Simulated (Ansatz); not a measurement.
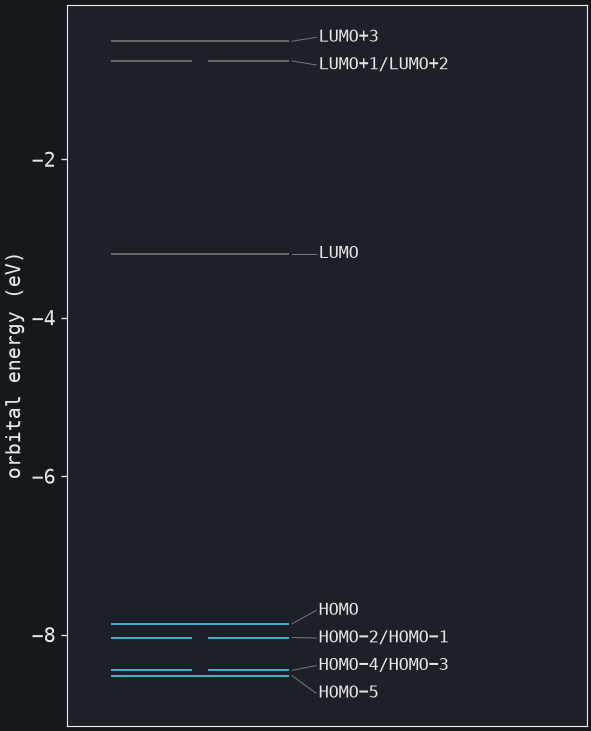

Kohn-Sham orbital energies near the frontier, PBE0/def2-TZVPP in the Ansatz code, at a PBE0-D4/def2-TZVP geometry (a minimum by its frequencies), isolated molecule; empty levels in grey, levels within 0.03 eV side by side.

> Which molecule has this level scheme?
A. C₂H₉FInP, SMILES [CH3][In-]([CH3])([F])[PH3+], singlet
B. GeI₃Cl, SMILES [Cl][Ge]([I])([I])[I], singlet
C. MoH₂O₄, SMILES [O]=[Mo](=[O])([OH])[OH], singlet

Option B. HOMO −7.86 eV, LUMO −3.19 eV, separation 4.67 eV.

Known limits of this run: core potentials past krypton; no scalar relativity up to krypton; spin-orbit coupling is left out, and with I it can shift these levels and split any degenerate set.
